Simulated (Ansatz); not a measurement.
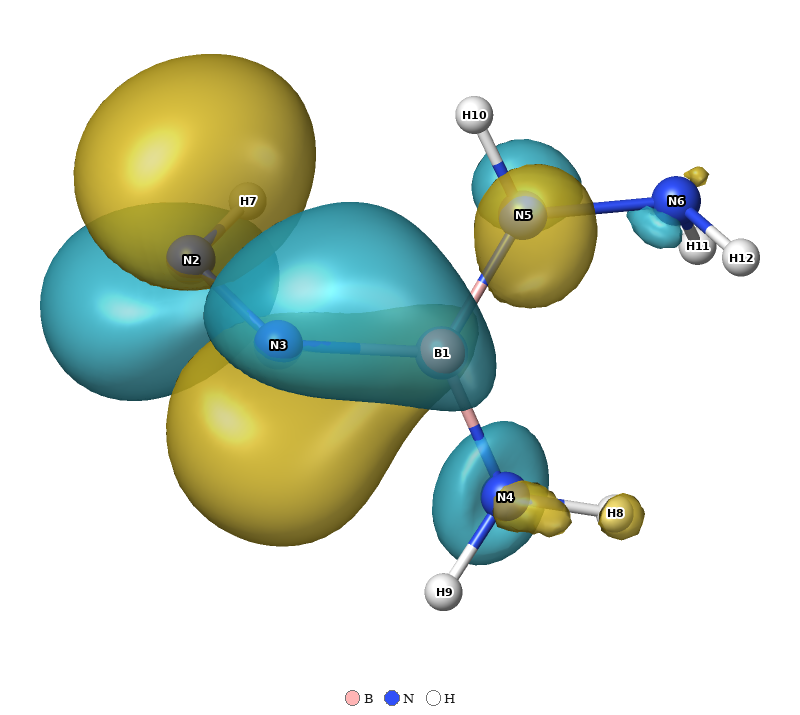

Figure. BH$_{6}$N$_{5}$ (SMILES N=NB(N)NN). One frontier orbital at ±0.08 Å⁻³ᐟ² (yellow and cyan are the two phases), seen across its widest extent.

Geometry: PBE0-D3(BJ)/def2-SVP.

The calculation used Ansatz 0.2.0, isolated molecule in a Gaussian basis; Kohn-Sham density functional theory, functional PBE0.

The calculation's input:

```
crystal:
  periodic: [false, false, false]
  atoms:
    - {symbol: B, position_ang: [-1.186166, -0.051826, -1.358135]}
    - {symbol: N, position_ang: [-1.045390, -2.118119, -0.201771]}
    - {symbol: N, position_ang: [-1.115319, -1.537382, -1.291354]}
    - {symbol: N, position_ang: [-2.211350, 0.529719, -2.123697]}
    - {symbol: "N", position_ang: [-0.220524, 0.687484, -0.636866]}
    - {symbol: N, position_ang: [-0.115495, 2.077736, -0.603316]}
    - {symbol: H, position_ang: [-1.066463, -1.427989, 0.598066]}
    - {symbol: H, position_ang: [-2.338667, 1.525130, -2.231332]}
    - {symbol: H, position_ang: [-2.867786, -0.038584, -2.639801]}
    - {symbol: H, position_ang: [0.545418, 0.226966, -0.159873]}
    - {symbol: H, position_ang: [-0.968917, 2.486450, -0.225365]}
    - {symbol: H, position_ang: [0.022311, 2.451202, -1.542499]}
basis:
  gaussian: {orbitals: def2-SVPD}
hamiltonian: {xc: {name: PBE0}}
output: {forces: true, orbitals: {seedname: orbitals}}
```

Command:

```sh
ansatz run input.yaml --threads 2 --pin off --max-ram 4350MiB --events-out events.jsonl --progress --plain --runs-dir runs
```

### Which orbital is it: HOMO or LUMO?

The LUMO, at −1.45 eV. It lies mainly on N2 (about 40 %), N3 (about 35 %) and B1 (about 10 %); π-antibonding (π*) across N2–N3.
